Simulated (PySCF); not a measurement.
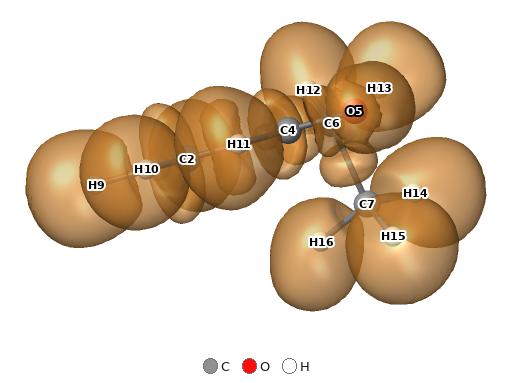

C$_{6}$H$_{9}$O (doublet). Isosurface of the ELF at 0.75 (orange), seen from one side. Core shells and regions of very low density are left out.

Geometry: GFN2-xTB.

The calculation used PySCF 2.14.0, density-fitted response routines, UKS B3LYP, pcH-1 on C H O, non-relativistic, mean-field spin-orbit, GIAO.

```json
{"atom": "C", "x (Å)": "-1.6187", "y (Å)": "-1.5158", "z (Å)": "-0.0176"}
{"atom": "C", "x (Å)": "-1.4560", "y (Å)": "-0.2393", "z (Å)": "0.4007"}
{"atom": "C", "x (Å)": "-0.4060", "y (Å)": "0.6254", "z (Å)": "0.0368"}
{"atom": "C", "x (Å)": "-0.3833", "y (Å)": "1.9621", "z (Å)": "0.5730"}
{"atom": "O", "x (Å)": "0.4620", "y (Å)": "2.8038", "z (Å)": "0.3247"}
{"atom": "C", "x (Å)": "0.7292", "y (Å)": "0.2149", "z (Å)": "-0.8363"}
{"atom": "C", "x (Å)": "1.7795", "y (Å)": "-0.5675", "z (Å)": "-0.0344"}
{"atom": "H", "x (Å)": "-0.9365", "y (Å)": "-1.9899", "z (Å)": "-0.7010"}
{"atom": "H", "x (Å)": "-2.4508", "y (Å)": "-2.1078", "z (Å)": "0.3200"}
{"atom": "H", "x (Å)": "-2.1954", "y (Å)": "0.1740", "z (Å)": "1.0775"}
{"atom": "H", "x (Å)": "-1.2217", "y (Å)": "2.1976", "z (Å)": "1.2581"}
{"atom": "H", "x (Å)": "0.3765", "y (Å)": "-0.4000", "z (Å)": "-1.6661"}
{"atom": "H", "x (Å)": "1.1980", "y (Å)": "1.1180", "z (Å)": "-1.2323"}
{"atom": "H", "x (Å)": "2.6024", "y (Å)": "-0.8545", "z (Å)": "-0.6837"}
{"atom": "H", "x (Å)": "2.1701", "y (Å)": "0.0517", "z (Å)": "0.7688"}
{"atom": "H", "x (Å)": "1.3431", "y (Å)": "-1.4638", "z (Å)": "0.4003"}
```

Q: Identify the bonds, lone pairs and shells in this picture.

A: The surface consists of five regions between bonded C–C atoms (shared pairs), nine regions around hydrogen nuclei and one region on O in which the atom's valence shell and bonds are merged.

Values along the shortest contacts:
C–O (1.22 Å): the ELF peaks at about 0.85 between the atoms: a short, multiple covalent bond. C–C (1.35 Å): the ELF peaks at about 0.95 between the atoms; a covalent bond.
